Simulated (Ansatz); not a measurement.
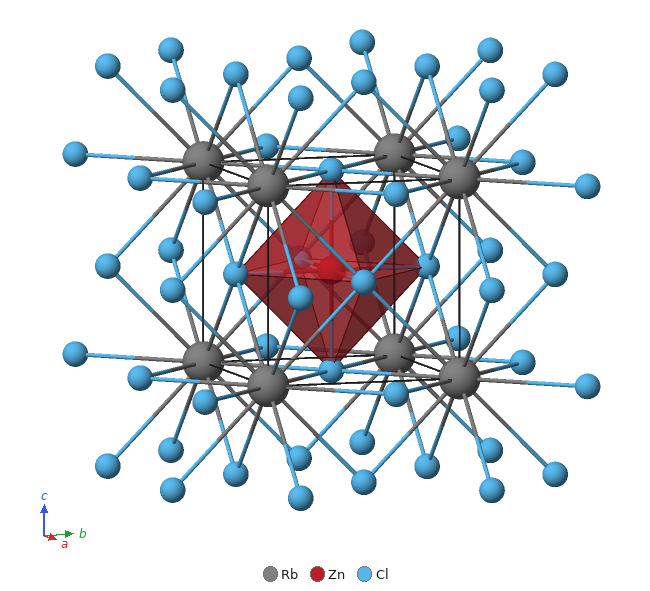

We look at a polyhedral model of the crystal slightly off an axis. The edges of the unit cell are marked. Some atoms of the next cells are drawn as well.

RbZnCl3, a = 5.037 Å, b = 4.938 Å, c = 4.938 Å, α = 90.00°, β = 90.00°, γ = 90.00°. Strictly the space group is P4/mmm (No. 123, within 0.01 Å). It is a distorted form of a primitive cubic structure, space group Pm-3m (No. 221) within 0.25 Å: cubic perovskite. Origin of the cell: a structure type filled with these elements by a generator (whether the compound takes this form wasn't checked). The cell was then strained or its atoms displaced on purpose. It went into a calculation with Ansatz.

This one geometry was computed with Ansatz (DFT, plane waves, PAW) at three levels of theory: PBE, HSE06 and r2SCAN. It was relaxed with r2SCAN and then strained.

> Which level gives the highest pressure at this volume, and what does that say about its equilibrium volume?

Highest: PBE (0.8 GPa), which points to the largest equilibrium volume. Lowest, with the smallest volume: r2SCAN (-0.7 GPa). Levels within 0.5 GPa of each other can't be told apart.

> How does the band gap change with the level of theory?

PBE: a gap of 1.45 eV, indirect; r2SCAN: a gap of 2.10 eV, indirect; HSE06: a gap of 2.94 eV, indirect.

> Collect the results in a table.

| level | cutoff (eV) | k-mesh of the run's cell | gap (eV) | pressure (GPa) |
| --- | --- | --- | --- | --- |
| PBE | 420 | 6×6×6 | 1.45 | 0.8 |
| HSE06 | 420 | 4×4×4 | 2.94 | 0.1 |
| r2SCAN | 500 | 6×6×6 | 2.10 | -0.7 |

Gaps are taken on the k-mesh or band path of each run.
